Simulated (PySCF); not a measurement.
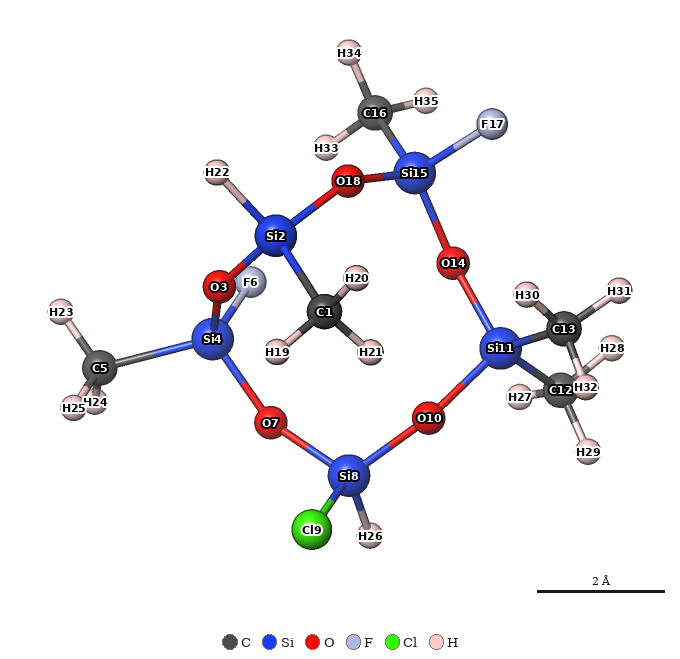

**Figure 1.** The structure as given in the input (ball-and-stick view, seen at a tilt; atoms are numbered from 1 in the order of the input).

**Run report: C5H17ClF2O5Si5, NMR shielding calculation**

- system: C5H17ClF2O5Si5, SMILES C[Si@@H]1O[Si@@](C)(F)O[Si@H](Cl)O[Si](C)(C)O[Si@](C)(F)O1
- method: GIAO PBE0/6-31G* NMR shielding, non-relativistic, gas phase (PySCF 2.14.0)

The geometry comes from this level: GFN2-xTB. Figures and captions count atoms from 1; the log counts them from 0 in places.

## The program's output
```
coarse grid: 33320 points
cycle   1  E = -2682.9238481062  dE =  2.679e+00  |g| = 1.666e+00  |ddm| = 5.670e+00
cycle   2  E = -2682.5201141283  dE =  4.037e-01  |g| = 2.229e+00  |ddm| = 2.839e+00
cycle   3  E = -2683.4362574964  dE = -9.161e-01  |g| = 1.904e-01  |ddm| = 1.731e+00
cycle   4  E = -2683.4441810181  dE = -7.924e-03  |g| = 5.270e-02  |ddm| = 2.092e-01
cycle   5  E = -2683.4447583096  dE = -5.773e-04  |g| = 1.707e-02  |ddm| = 4.929e-02
cycle   6  E = -2683.4448099766  dE = -5.167e-05  |g| = 2.865e-03  |ddm| = 1.472e-02
cycle   7  E = -2683.4448115926  dE = -1.616e-06  |g| = 8.638e-04  |ddm| = 3.103e-03
final grid: 297992 points
cycle   8  E = -2683.2755672596  dE = -2.932e-05  |g| = 1.499e-02  |ddm| = 3.128e-02
cycle   9  E = -2683.2755273769  dE =  3.988e-05  |g| = 2.055e-02  |ddm| = 2.662e-02
cycle  10  E = -2683.2756173585  dE = -8.998e-05  |g| = 1.580e-03  |ddm| = 1.552e-02
cycle  11  E = -2683.2756178902  dE = -5.317e-07  |g| = 1.361e-04  |ddm| = 1.267e-03
cycle  12  E = -2683.2756178923  dE = -2.106e-09  |g| = 1.051e-04  |ddm| = 2.115e-04
cycle  13  E = -2683.2756178941  dE = -1.765e-09  |g| = 2.062e-05  |ddm| = 8.664e-05
cycle  14  E = -2683.2756178942  dE = -9.368e-11  |g| = 4.269e-06  |ddm| = 2.294e-05
```

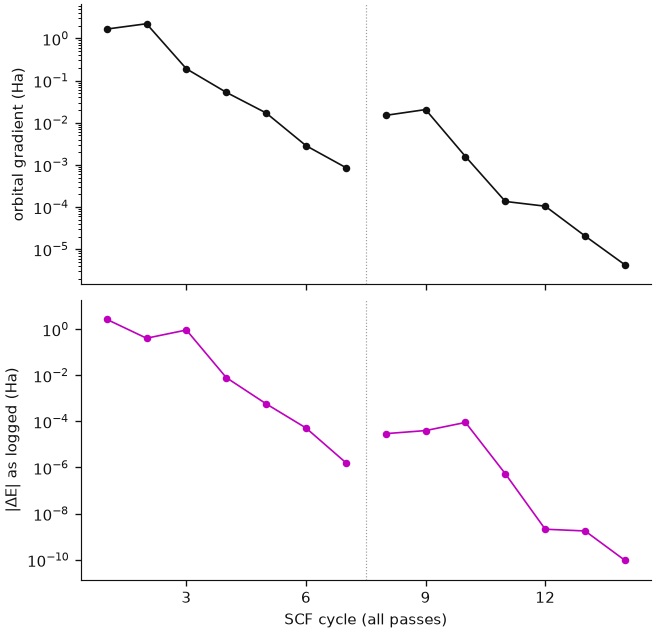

**Figure 2.** Convergence of the self-consistent field: orbital gradient and size of the energy change against the SCF cycle. The dotted line marks the change from a coarse to the final integration grid. The first 7 cycles use a coarse grid, the final grid takes over at cycle 8, and the field converges after 14 cycles in all.

```
converged SCF energy = -2683.2756178942

GIAO shielding tensors (ppm)
atom      isotropic    diamagn.    paramagn.     s11        s22        s33       span
  0 C      192.119     259.289     -67.170    187.932    188.901    199.524     11.592
  1 Si     430.623     886.802    -456.179    408.389    413.982    469.498     61.109
  2 O      235.782     402.552    -166.770    184.817    242.412    280.117     95.300
  3 Si     462.843     887.325    -424.481    439.471    445.555    503.504     64.034
  4 C      198.830     250.847     -52.017    194.114    194.600    207.777     13.662
  5 F      324.363     477.601    -153.238    282.282    294.351    396.455    114.172
  6 O      221.853     403.014    -181.161    181.407    205.197    278.955     97.549
  7 Si     451.630     885.604    -433.974    439.720    452.350    462.820     23.100
  8 Cl     904.007    1151.297    -247.290    824.532    858.414   1029.076    204.544
  9 O      218.353     406.607    -188.254    173.461    233.608    247.990     74.529
 10 Si     423.403     886.896    -463.493    396.590    409.793    463.827     67.237
 11 C      194.089     253.663     -59.573    187.569    189.959    204.740     17.171
 12 C      193.331     255.390     -62.059    187.485    189.974    202.533     15.049
 13 O      231.263     407.160    -175.896    181.808    235.493    276.490     94.681
 14 Si     457.086     885.110    -428.024    432.992    436.805    501.461     68.469
 15 C      199.045     255.408     -56.363    194.411    194.992    207.733     13.323
 16 F      319.198     469.578    -150.380    272.687    291.177    393.729    121.042
 17 O      233.814     402.514    -168.700    180.444    240.649    280.350     99.906
 18 H       32.025      33.293      -1.268     27.634     30.351     38.090     10.456
 19 H       32.113      32.749      -0.636     27.917     29.181     39.241     11.323
 20 H       31.298      40.258      -8.960     27.828     28.198     37.867     10.038
 21 H       26.970      30.665      -3.695     23.065     23.531     34.315     11.250
 22 H       32.349      28.964       3.384     27.201     30.065     39.779     12.578
 23 H       32.353      28.931       3.422     27.396     30.009     39.654     12.258
 24 H       32.219      29.503       2.715     27.110     30.921     38.625     11.515
 25 H       27.117      30.715      -3.598     23.065     24.387     33.898     10.833
 26 H       32.122      33.774      -1.651     27.571     31.286     37.510      9.940
 27 H       32.347      30.442       1.905     27.831     29.916     39.295     11.464
 28 H       32.464      30.082       2.382     27.996     30.172     39.225     11.228
 29 H       31.886      35.889      -4.004     27.510     31.480     36.667      9.157
 30 H       32.258      30.913       1.345     28.178     29.494     39.103     10.925
 31 H       32.226      31.255       0.971     27.936     29.689     39.053     11.117
 32 H       31.727      35.107      -3.380     25.334     31.804     38.043     12.709
 33 H       32.326      29.928       2.398     27.738     29.244     39.995     12.258
 34 H       32.284      30.834       1.450     27.402     29.708     39.743     12.341
```

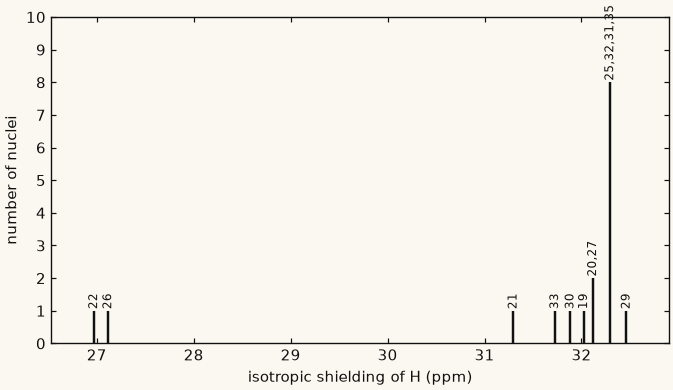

**Figure 3.** Isotropic shieldings of the hydrogen nuclei in this fixed geometry, labelled by atom number; shielding grows to the right, so chemical shift grows to the left. The least shielded is H22 (27.0 ppm), the most shielded H29 (32.5 ppm).

The run was set up as follows.

## Input
```
{"job": {"xc": "PBE0", "basis": "6-31G*", "kind": "nmr", "pop": false}, "charge": 0, "multiplicity": 1}
C      1.309177     2.121821    -1.684030
Si     1.635927     1.906458     0.164873
O      2.341684     0.461919     0.460173
Si     2.229214    -1.114740     0.717717
C      3.928179    -1.858367     1.019277
F      1.272847    -1.354935     1.993472
O      1.488325    -1.892522    -0.485711
Si     0.526802    -1.861584    -1.782002
Cl     1.576545    -1.215893    -3.335220
O     -0.707878    -0.846574    -1.642326
Si    -2.033661    -0.333799    -0.817646
C     -3.219199    -1.794808    -0.601200
C     -2.682277     1.147498    -1.804371
O     -1.576108     0.092888     0.685762
Si    -1.051637     1.298752     1.619002
C     -0.891423     0.744490     3.405858
F     -2.164927     2.460632     1.468004
O      0.259379     2.017112     1.017783
H      2.212372     1.968461    -2.267561
H      0.938900     3.118734    -1.905144
H      0.567076     1.408424    -2.035905
H      2.537938     2.843868     0.820419
H      4.408919    -1.387449     1.869875
H      3.851900    -2.920802     1.225475
H      4.578550    -1.733401     0.160011
H      0.077887    -3.232427    -1.918213
H     -2.770834    -2.573737     0.009013
H     -4.141334    -1.489005    -0.118477
H     -3.476950    -2.232313    -1.560110
H     -2.007336     1.994910    -1.717154
H     -3.645489     1.467089    -1.419893
H     -2.803655     0.920701    -2.859193
H     -0.197459    -0.082715     3.503321
H     -0.531891     1.558893     4.026674
H     -1.850993     0.424976     3.800011
```

The first line tells a small driver script what to run in PySCF; the rest is the geometry in Å.

Launched with:
```bash
OMP_NUM_THREADS=1 python <driver script> task.json out
```

## Key numbers

- outcome: converged
- total energy: −2683.275618 hartree
- HOMO: −8.21 eV
- LUMO: 1.39 eV
- dipole moment: 1.07 D
- isotropic shielding, C: 192.1 to 199.0 ppm
- isotropic shielding, Si: 423.4 to 462.8 ppm
- isotropic shielding, O: 218.4 to 235.8 ppm
- isotropic shielding, F: 319.2 to 324.4 ppm
- isotropic shielding, Cl: 904.0 ppm
- hardware: 1 CPU thread, shared host
- wall time: 3.3 min
- peak memory: 2.2 GiB
